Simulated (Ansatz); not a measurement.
## Electronic structure of AlF$_{2}$H$_{2}$N···SiH$_{4}$ in real space

The calculation's input:

```
crystal:
  periodic: [false, false, false]
  atoms:
    - {symbol: Al, position_ang: [-0.650527, -1.008295, 0.109614]}
    - {symbol: Si, position_ang: [0.234303, 1.914602, -0.595548]}
    - {symbol: F, position_ang: [-0.812950, -1.077807, -1.531901]}
    - {symbol: F, position_ang: [-1.787828, -0.183785, 0.976929]}
    - {symbol: H, position_ang: [0.582778, 0.579992, 0.021898]}
    - {symbol: N, position_ang: [0.418314, -2.133197, 0.926145]}
    - {symbol: H, position_ang: [-1.146594, 1.881934, -1.114398]}
    - {symbol: H, position_ang: [0.397760, 2.903171, 0.493733]}
    - {symbol: H, position_ang: [1.230085, 2.120130, -1.670975]}
    - {symbol: H, position_ang: [1.052151, -2.759684, 0.459889]}
    - {symbol: H, position_ang: [0.482508, -2.237062, 1.924512]}
basis:
  gaussian: {orbitals: def2-TZVPP}
hamiltonian: {xc: pbe0, dispersion: d4}
output: {orbitals: {seedname: orbitals}}
```

Launched as:

```sh
ansatz run in.yaml --threads 8 --pin off --events-out ev --progress --plain --max-ram 19148MiB
```

The product side of a reaction path; geometry: PBE0-D4/def2-TZVP; a saddle point, not a minimum.

All numbers below come from RKS PBE0-D4/def2-TZVPP in Ansatz.

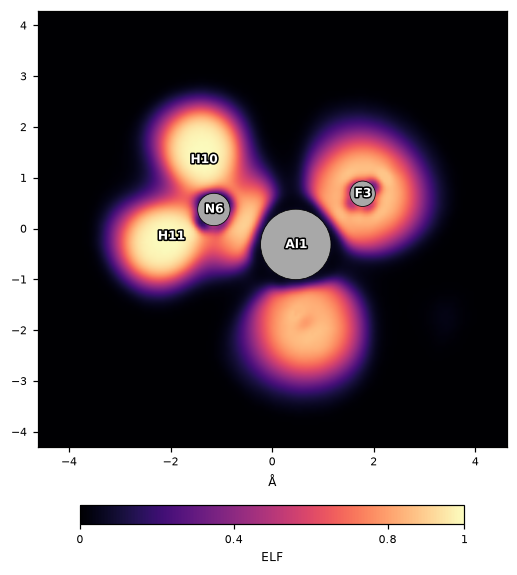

Figure 1. Electron localisation function on the plane of atoms F3, Al1 and N6. Grey discs cover the atomic cores.

What do the fields say about this system?

- The plane passes through Al, F, N and H nuclei.
- Al–F (1.65 Å): the ELF peaks at about 0.85 in the valence shell of F, 0.6 Å from its nucleus, and is about 0.40 at the midpoint.
- Al–N (1.75 Å): the ELF peaks at about 0.90 in the valence shell of N, 0.7 Å from its nucleus, and is about 0.65 at the midpoint.
- N–H (1.01 Å): the ELF climbs to about 1 towards the hydrogen, as it does in any bond to H; a covalent bond by its length.
- The ELF also peaks beside F4 and F3, away from the bonds: lone-pair regions.

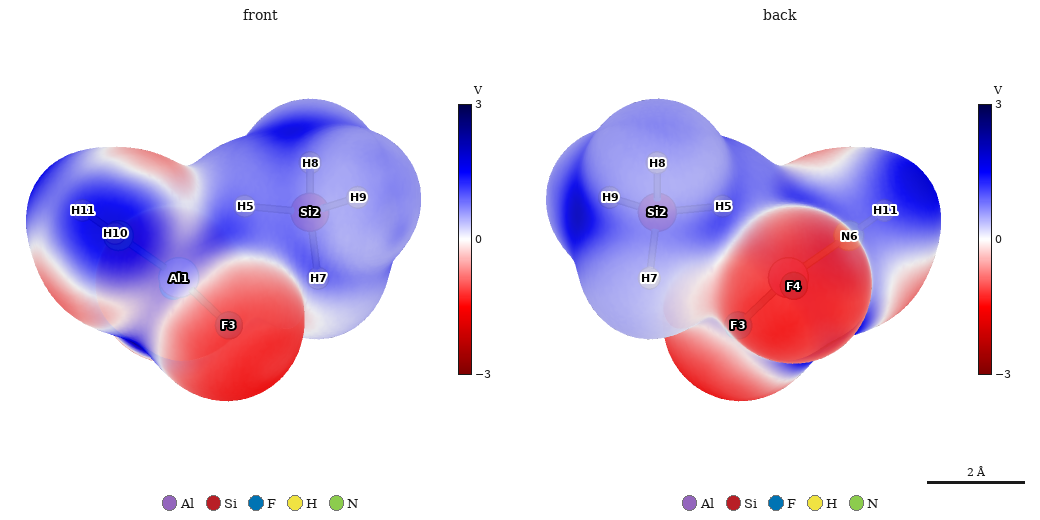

Figure 2. The electrostatic potential painted on the density surface at 0.002 e/bohr³, seen from the front and from behind; red is negative and blue positive.

Describe the electrostatic potential map.

The most negative region (about −1.4 V) lies over F3 and F4, the most positive (about +2.8 V) over Al1.

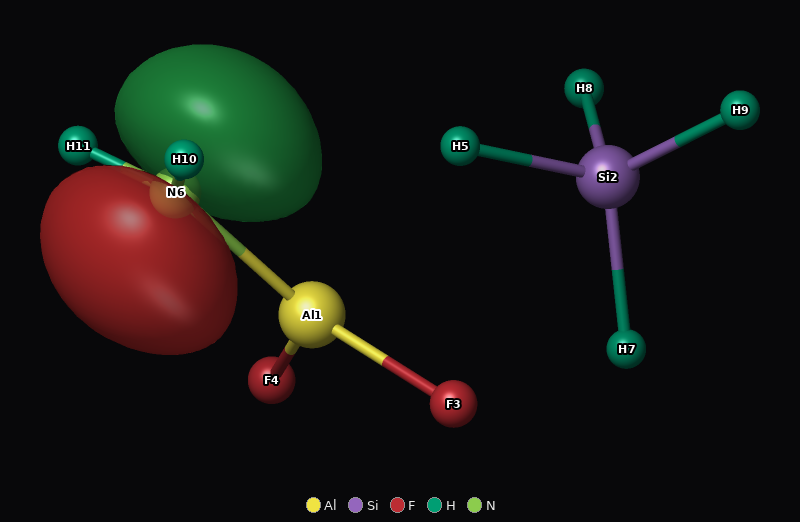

Figure 3. The HOMO at ±0.2 Å⁻³ᐟ² (green and red are the two phases), seen at a tilt.

Describe this orbital and give its energy.

It lies mainly on N6 (about 75 %); largely a lone pair of N6. Its energy is −7.55 eV.
